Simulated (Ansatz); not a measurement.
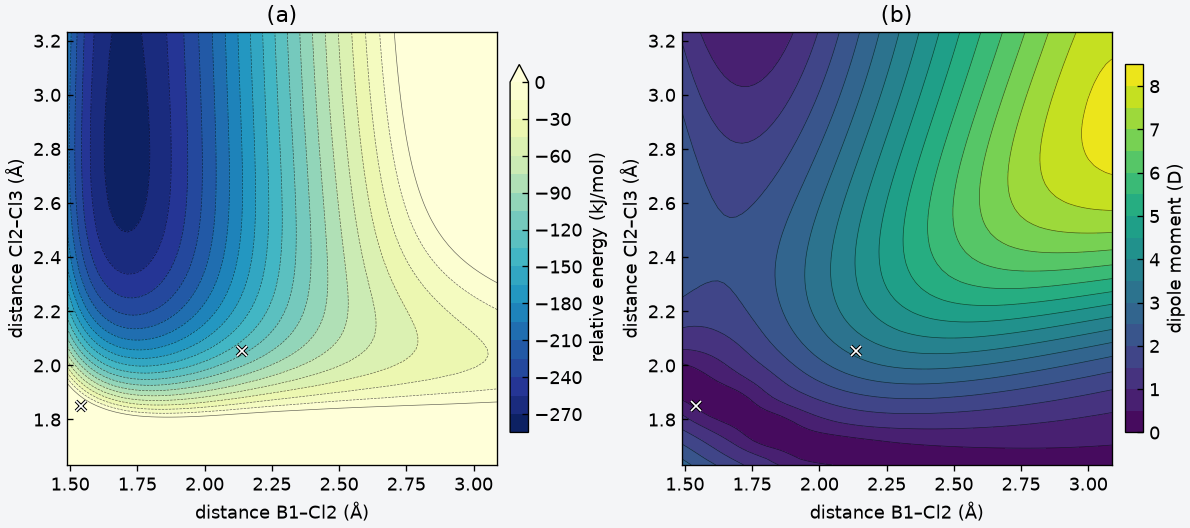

The system B + Cl₂, spin multiplicity 2. Coordinates scanned: (1) distance B1–Cl2; (2) distance Cl2–Cl3. Nothing is relaxed (the angle B1–Cl2–Cl3 is fixed at 180 degrees). Grid: 15 × 15 points. At 2 points there is no value. Points are written as (first, second). Energies are in kJ/mol, from B far from the relaxed ClCl (each part in its own basis). Theory: UKS PBE0-D4/def2-TZVPD (Ansatz).

Panel (a) is the energy and panel (b) the computed dipole moment on the same grid.

In the figure: filled contours, crosses at grid points without a value, one colour for all values above the top of the scale. Between grid points the surface is interpolated.

> How does the dipole moment vary over the map, and what is it at the lowest grid point?

Leaving out the highest fifth of the energies, it runs from 0.1 D at (1.488 Å, 1.946 Å) to 7.9 D at (2.941 Å, 2.801 Å). At the lowest grid point, (1.704 Å, 2.801 Å), it is 1.5 D.
